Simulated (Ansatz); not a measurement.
# Run report: CH₉FOSi₂, nudged elastic band (part 2 of 2)

Continued. System: CH₉FOSi₂. Method: RKS B3LYP/def2-SVP (Ansatz 0.2.0). It belongs to a series of runs on one base structure; here: band between the two ends.

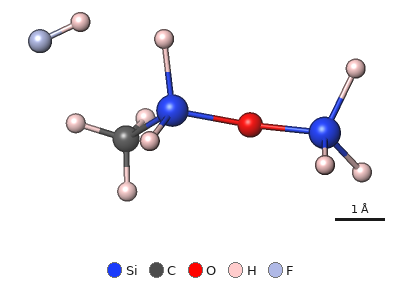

**Figure 1.** The starting structure (ball-and-stick view, seen at a tilt).

The last band as extended XYZ, continued
```
14
Properties=species:S:1:pos:R:3:forces:R:3 image=5 energy=-21697.51323
Si    0.1976    1.5666    0.4472   -0.0462   0.4246  -0.1003
C     0.8437   -1.3856    1.3389    0.0900  -0.3099   0.1395
O    -0.5893    0.4103   -0.4477    0.1756  -0.0031   0.0870
Si   -1.2003   -0.1006   -1.9253    0.0752   0.0005   0.1068
H     1.0227    2.2849   -0.5367   -0.1739   0.4627  -0.1962
H    -0.8597    2.1625    1.2818   -0.1352   0.3429  -0.1523
H     1.1875   -0.4150    1.6954   -0.0724  -0.3728  -0.0219
F     1.3543    1.3547    1.6041   -0.1809   0.1175  -0.3207
H    -0.2492   -1.4586    1.4241    0.0457  -0.1191   0.0592
H     1.1335   -1.5194    0.2870    0.0438  -0.1187   0.0742
H     1.3409   -2.1181    1.9762   -0.0096  -0.5011   0.0340
H    -0.3214    0.3550   -3.0430    0.0361   0.0162   0.0689
H    -2.5702    0.4487   -2.1587    0.0842   0.0509   0.1369
H    -1.2901   -1.5852   -1.9432    0.0674   0.0094   0.0848
14
Properties=species:S:1:pos:R:3:forces:R:3 image=6 energy=-21698.28985
Si    0.0859    2.0105    0.2781    0.0019   0.0082  -0.0015
C     0.9196   -1.7759    1.4323    0.0035  -0.0194   0.0049
O    -0.5333    0.7228   -0.5276   -0.0193   0.0320  -0.0081
Si   -1.1450   -0.0623   -1.8627    0.0101  -0.0012   0.0049
H     0.8215    2.8972   -0.6562   -0.0115   0.0297  -0.0028
H    -0.9884    2.7040    1.0257   -0.0084   0.0254  -0.0101
H     1.2777   -0.8030    1.7904    0.0037  -0.0208   0.0067
F     1.1618    1.4865    1.3773   -0.0006   0.0135  -0.0214
H    -0.1786   -1.7981    1.4815    0.0028  -0.0179   0.0029
H     1.2363   -1.9136    0.3883    0.0026  -0.0254   0.0071
H     1.3333   -2.5837    2.0518    0.0013  -0.0244   0.0027
H    -0.2540    0.1641   -3.0366    0.0025  -0.0036  -0.0001
H    -2.5030    0.4679   -2.1737   -0.0010  -0.0003   0.0028
H    -1.2337   -1.5161   -1.5685    0.0125   0.0041   0.0122
14
Properties=species:S:1:pos:R:3:forces:R:3 image=7 energy=-21698.33172
Si   -0.0148    2.2732    0.2133   -0.0040   0.0007  -0.0014
C     1.0098   -2.0096    1.3875    0.0005  -0.0030   0.0007
O    -0.8678    1.1488   -0.6167   -0.0087   0.0181  -0.0143
Si   -1.1799   -0.0093   -1.7705   -0.0018  -0.0125   0.0077
H     0.9358    2.9796   -0.6804    0.0006   0.0015  -0.0017
H    -0.9529    3.1880    0.9018   -0.0006   0.0035   0.0006
H     1.0439   -0.9166    1.4914   -0.0020  -0.0024  -0.0031
F     0.8702    1.5314    1.3600    0.0076  -0.0054   0.0070
H    -0.0305   -2.3556    1.4721    0.0013  -0.0057   0.0018
H     1.4112   -2.3018    0.4060    0.0020  -0.0054   0.0014
H     1.6141   -2.4754    2.1792    0.0027   0.0015   0.0021
H    -0.0166   -0.1441   -2.6938    0.0002   0.0086  -0.0007
H    -2.3821    0.4047   -2.5449    0.0031   0.0000  -0.0055
H    -1.4406   -1.3131   -1.1049   -0.0008   0.0005   0.0053
14
Properties=species:S:1:pos:R:3:forces:R:3 image=8 energy=-21698.33828
Si   -0.0419    2.2960    0.1348    0.0104   0.0223   0.0082
C     1.2262   -2.0644    1.4277    0.0017   0.0012   0.0007
O    -0.9734    1.4103   -0.8801   -0.0117  -0.0192  -0.0106
Si   -1.3743    0.0652   -1.7778   -0.0008   0.0080  -0.0017
H     1.2434    2.6568   -0.5110    0.0108  -0.0053  -0.0046
H    -0.8075    3.4786    0.5879   -0.0090   0.0008   0.0079
H     0.9349   -1.0083    1.5119   -0.0009   0.0020  -0.0022
F     0.3147    1.4071    1.4517   -0.0004  -0.0024  -0.0016
H     0.3303   -2.6863    1.2867    0.0003  -0.0014   0.0027
H     1.9008   -2.1971    0.5693    0.0008  -0.0006   0.0003
H     1.7437   -2.3753    2.3466   -0.0017  -0.0025   0.0003
H    -0.1621   -0.4807   -2.4528   -0.0019   0.0001   0.0008
H    -2.3719    0.4747   -2.8025    0.0010  -0.0026   0.0007
H    -1.9631   -0.9763   -0.8922    0.0013  -0.0004  -0.0009
```

This output came from the following input.

The input
```yaml
crystal:
  periodic: [false, false, false]
  atoms:
    - { symbol: Si, position_ang: [0.340077, 0.241968, 0.231515] }
    - { symbol: C, position_ang: [0.936725, -1.252484, 1.177264] }
    - { symbol: O, position_ang: [-0.731782, -0.208147, -0.953992] }
    - { symbol: Si, position_ang: [-1.594512, 0.064485, -2.343495] }
    - { symbol: H, position_ang: [1.46539, 1.006031, -0.376034] }
    - { symbol: H, position_ang: [-0.386165, 1.166989, 1.174578] }
    - { symbol: H, position_ang: [0.745231, 1.659825, 2.47319] }
    - { symbol: F, position_ang: [1.618283, 1.555388, 2.779973] }
    - { symbol: H, position_ang: [0.088393, -1.83927, 1.564484] }
    - { symbol: H, position_ang: [1.552688, -1.911015, 0.544725] }
    - { symbol: H, position_ang: [1.544408, -0.907579, 2.028741] }
    - { symbol: H, position_ang: [-0.774779, 0.833392, -3.32585] }
    - { symbol: H, position_ang: [-2.832871, 0.837811, -2.037462] }
    - { symbol: H, position_ang: [-1.971187, -1.247293, -2.937539] }
basis:
  gaussian: { orbitals: def2-SVP }
hamiltonian:
  xc: b3lyp
neb:
  order_check: false
  images: 7
  f_tol: 0.05
  max_iterations: 60
  final_atoms:
    - { symbol: Si, position_ang: [-0.04192233, 2.29603944, 0.13481677] }
    - { symbol: C, position_ang: [1.22617701, -2.06437995, 1.42765855] }
    - { symbol: O, position_ang: [-0.97341722, 1.41029869, -0.88010301] }
    - { symbol: Si, position_ang: [-1.37427459, 0.06515919, -1.77775577] }
    - { symbol: H, position_ang: [1.24337794, 2.6567606, -0.51099919] }
    - { symbol: H, position_ang: [-0.80746685, 3.47860783, 0.58790873] }
    - { symbol: H, position_ang: [0.93488027, -1.00831106, 1.51191532] }
    - { symbol: F, position_ang: [0.31472064, 1.40706079, 1.45174396] }
    - { symbol: H, position_ang: [0.33030955, -2.68630045, 1.28665383] }
    - { symbol: H, position_ang: [1.90079958, -2.19714745, 0.56925303] }
    - { symbol: H, position_ang: [1.74374541, -2.37530042, 2.34659834] }
    - { symbol: H, position_ang: [-0.16206543, -0.48072638, -2.45284798] }
    - { symbol: H, position_ang: [-2.37191194, 0.47466828, -2.80254453] }
    - { symbol: H, position_ang: [-1.96305304, -0.97632812, -0.89220004] }
  initial_path:
    images:
      - { positions_ang: [[0.340077, 0.241968, 0.231515], [0.936725, -1.252484, 1.177264], [-0.731782, -0.208147, -0.953992], [-1.594512, 0.064485, -2.343495], [1.46539, 1.006031, -0.376034], [-0.386165, 1.166989, 1.174578], [0.745231, 1.659825, 2.47319], [1.618283, 1.555388, 2.779973], [0.088393, -1.83927, 1.564484], [1.552688, -1.911015, 0.544725], [1.544408, -0.907579, 2.028741], [-0.774779, 0.833392, -3.32585], [-2.832871, 0.837811, -2.037462], [-1.971187, -1.247293, -2.937539]] }
      - { positions_ang: [[0.30518975, 0.43891017, 0.31294611], [0.90471258, -1.18963671, 1.1434056], [-0.73020434, -0.00576653, -0.89625324], [-1.5293256, 0.02379147, -2.26887053], [1.41750915, 1.19182824, -0.30608458], [-0.4979582, 1.24936865, 1.24496633], [0.87032467, 1.2643734, 2.30713053], [1.55657172, 1.47155281, 2.6280744], [0.02206775, -1.73986938, 1.45753445], [1.47112381, -1.75149422, 0.42849951], [1.51706229, -1.05490341, 1.97013361], [-0.6643277, 0.62370605, -3.27189974], [-2.76299007, 0.78852775, -2.11762962], [-1.8798568, -1.31028729, -2.63185483]] }
      - { positions_ang: [[0.2703025, 0.63585234, 0.39437723], [0.87270017, -1.12678942, 1.10954721], [-0.72862668, 0.19661394, -0.83851448], [-1.4641392, -0.01690205, -2.19424605], [1.3696283, 1.37762548, -0.23613516], [-0.60975141, 1.3317483, 1.31535467], [0.99541834, 0.86892179, 2.14107105], [1.49486044, 1.38771761, 2.47617579], [-0.0442575, -1.64046877, 1.35058489], [1.38955962, -1.59197344, 0.31227402], [1.48971657, -1.20222782, 1.91152622], [-0.55387639, 0.41402011, -3.21794949], [-2.69310915, 0.73924449, -2.19779723], [-1.78852661, -1.37328158, -2.32617067]] }
      - { positions_ang: [[0.23541525, 0.83279451, 0.47580834], [0.84068775, -1.06394212, 1.07568881], [-0.72704902, 0.39899441, -0.78077572], [-1.3989528, -0.05759558, -2.11962158], [1.32174745, 1.56342273, -0.16618574], [-0.72154461, 1.41412795, 1.385743], [1.120512, 0.47347019, 1.97501158], [1.43314916, 1.30388242, 2.32427719], [-0.11058274, -1.54106815, 1.24363534], [1.30799542, -1.43245265, 0.19604853], [1.46237086, -1.34955222, 1.85291883], [-0.44342509, 0.20433416, -3.16399923], [-2.62322822, 0.68996124, -2.27796485], [-1.69719641, -1.43627587, -2.0204865]] }
      - { positions_ang: [[0.20052799, 1.02973668, 0.55723946], [0.80867534, -1.00109483, 1.04183041], [-0.72547136, 0.60137488, -0.72303696], [-1.3337664, -0.0982891, -2.04499711], [1.27386659, 1.74921997, -0.09623632], [-0.83333782, 1.4965076, 1.45613133], [1.24560567, 0.07801859, 1.8089521], [1.37143788, 1.22004723, 2.17237859], [-0.17690799, -1.44166754, 1.13668578], [1.22643123, -1.27293187, 0.07982305], [1.43502515, -1.49687663, 1.79431144], [-0.33297379, -0.00535178, -3.11004898], [-2.55334729, 0.64067799, -2.35813246], [-1.60586621, -1.49927016, -1.71480233]] }
      - { positions_ang: [[0.13991541, 1.34631237, 0.45163378], [0.91305075, -1.26691611, 1.13828745], [-0.78745782, 0.80360583, -0.76230347], [-1.34389345, -0.05742703, -1.97818677], [1.26624443, 1.97610513, -0.19992704], [-0.82687008, 1.99203266, 1.23907568], [1.16792432, -0.19356383, 1.73469291], [1.10725857, 1.26680062, 1.99221993], [-0.05010361, -1.75282576, 1.17417779], [1.39502332, -1.50398577, 0.20218054], [1.51220521, -1.71648258, 1.93238317], [-0.2902467, -0.12419543, -2.94574873], [-2.50798845, 0.59917556, -2.46923548], [-1.69516292, -1.36853465, -1.50915176]] }
      - { positions_ang: [[0.07930283, 1.66288806, 0.34602811], [1.01742617, -1.53273739, 1.23474448], [-0.84944429, 1.00583678, -0.80156999], [-1.3540205, -0.01656496, -1.91137644], [1.25862227, 2.20299029, -0.30361775], [-0.82040234, 2.48755771, 1.02202003], [1.09024297, -0.46514624, 1.66043371], [0.84307926, 1.31355401, 1.81206127], [0.07670078, -2.06398399, 1.2116698], [1.56361541, -1.73503966, 0.32453804], [1.58938528, -1.93608852, 2.07045489], [-0.24751961, -0.24303908, -2.78144848], [-2.46262961, 0.55767313, -2.5803385], [-1.78445962, -1.23779914, -1.30350119]] }
      - { positions_ang: [[0.01869025, 1.97946375, 0.24042244], [1.12180159, -1.79855867, 1.33120151], [-0.91143076, 1.20806774, -0.8408365], [-1.36414754, 0.02429711, -1.8445661], [1.25100011, 2.42987545, -0.40730847], [-0.81393459, 2.98308277, 0.80496438], [1.01256162, -0.73672865, 1.58617452], [0.57889995, 1.3603074, 1.63190262], [0.20350516, -2.37514222, 1.24916182], [1.73220749, -1.96609356, 0.44689554], [1.66656535, -2.15569447, 2.20852662], [-0.20479252, -0.36188273, -2.61714823], [-2.41727078, 0.51617071, -2.69144151], [-1.87375633, -1.10706363, -1.09785061]] }
      - { positions_ang: [[-0.04192233, 2.29603944, 0.13481677], [1.22617701, -2.06437995, 1.42765855], [-0.97341722, 1.41029869, -0.88010301], [-1.37427459, 0.06515919, -1.77775577], [1.24337794, 2.6567606, -0.51099919], [-0.80746685, 3.47860783, 0.58790873], [0.93488027, -1.00831106, 1.51191532], [0.31472064, 1.40706079, 1.45174396], [0.33030955, -2.68630045, 1.28665383], [1.90079958, -2.19714745, 0.56925303], [1.74374541, -2.37530042, 2.34659834], [-0.16206543, -0.48072638, -2.45284798], [-2.37191194, 0.47466828, -2.80254453], [-1.96305304, -0.97632812, -0.89220004]] }
```

Command:
```bash
ansatz run input.yaml --threads 4 --pin off --max-ram 5120MiB --backend cpu --events-out ev --progress --plain --runs-dir out
```

Summary

| quantity | value |
| --- | --- |
| outcome | converged |
| barrier, forward | 1.508 eV |
| barrier, backward | 3.071 eV |
| hardware | 4 threads of Arm Neoverse N1, 16 GiB of memory available, shared host |
| wall time | 10 min (CPU time 39 min) |
| peak memory | 0.33 GiB |

Notes

The order of the saddle point was not checked.
